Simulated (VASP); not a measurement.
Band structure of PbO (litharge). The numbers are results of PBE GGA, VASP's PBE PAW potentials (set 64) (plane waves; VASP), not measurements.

Without a dispersion term in the relaxation, distances and binding between the weakly bound layers, chains or molecules are unreliable, and so is what depends on them. Unless said otherwise, spin-orbit coupling is left out, though it shifts the bands of the heavy elements here.

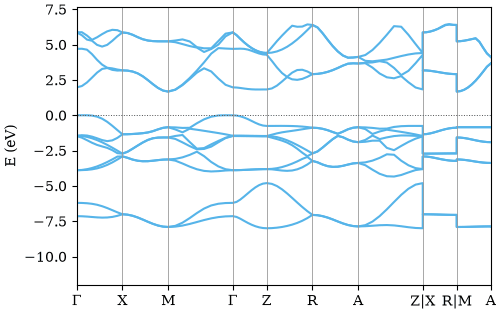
Bands along high-symmetry lines, zero at the valence-band maximum or, without a gap, the Fermi level

### Question
Read the plot: is there a gap, and where are the band edges?

### Answer
The gap is indirect, 1.68 eV, from the valence maximum at M-Γ at 0.89 to the conduction minimum at M. (Edges off the drawn lines would not show.)

The compound is PbO in the litharge structure. It was relaxed first, which changed the volume by +13 %.
